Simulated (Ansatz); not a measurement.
The calculation's input:

```
crystal:
  lattice:
    - [4.1427591225, 0.0, 0.0]
    - [-2.0713795613, 3.5877346419, 0.0]
    - [0.0, 0.0, 3.6434529332]
  atoms:
    - { symbol: Tm, position: [0.0, 0.0, 0.0] }
    - { symbol: P, position: [0.3333333333, 0.6666666667, 0.5] }
    - { symbol: P, position: [0.6666666667, 0.3333333333, 0.5] }
basis:
  ecutwfc: 690
kpoints:
  mp_grid: { grid: [12, 12, 14] }
hamiltonian:
  xc: pbe
  pseudopotentials:
    kind: paw
    azcp: { Tm: "pseudopotentials/pbe/nc/lanthanide_3plus/Tm.nc.azcp" }
scf:
  occupations: { method: gaussian, width: 0.1 }
output:
  forces: true
  stress: true
  eigenvalues: true
  write_density: true
  write_potential: true
  elf: true
  volumetric_format: npy
relax:
  adjacent_minimum: "off"
  f_tol: 0.01
  max_steps: 80
  cell: { stress_tol: 0.05 }
```

Command:

```sh
ansatz run input.yaml --threads 1 --pin off --max-ram 2560MiB --backend cpu --events-out ev --progress --plain --runs-dir out
```

Below, planes, directions and counts refer to the conventional cell (a = 4.15 Å, b = 4.15 Å, c = 3.66 Å, α = 90.00°, β = 90.00°, γ = 120.00°).

The fields are those of the run's last geometry, not of the input's.

Space group P6/mmm; a structure generated by program, which may or may not match a known phase; computed without spin polarisation; no Hubbard U on the f states and no spin–orbit coupling.

Computed with DFT PBE, scalar-relativistic, plane waves, PAW; 4f electrons in the core of a trivalent norm-conserving potential (Ansatz 0.2.0).

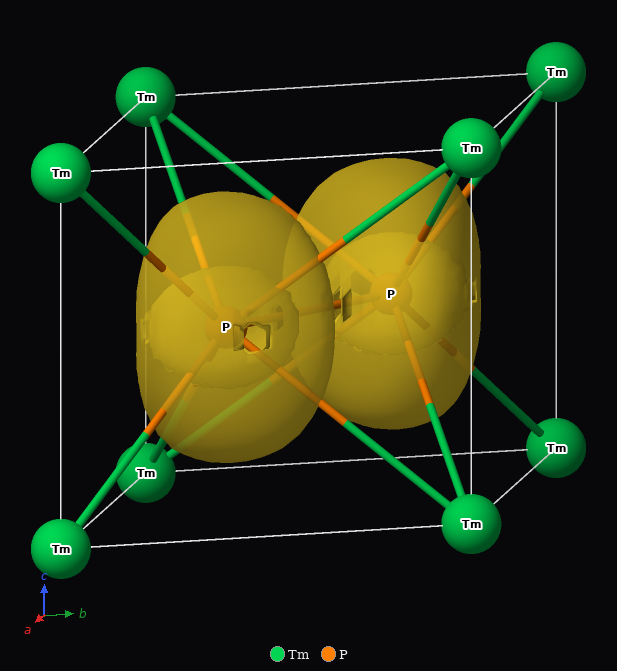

TmP2. Isosurface of the ELF at 0.7 (yellow), seen slightly off an axis. Only the valence region is drawn (cores and ρ < 0.01 e/Å³ removed). Sticks mark near contacts.

> What do the ELF domains correspond to?

The surface consists of two regions wrapped around P (the valence shell of each), counted in one cell of 3 atoms. Any copies at cell faces, edges or corners count once. Along the contacts the grid gives the following. P–P (2.39 Å): the ELF peaks at about 0.70 between the atoms. Tm–P (3.01 Å): the ELF peaks at about 0.80 in the valence shell of P, 0.9 Å from its nucleus, and drops to about 0.10 between the two atoms.
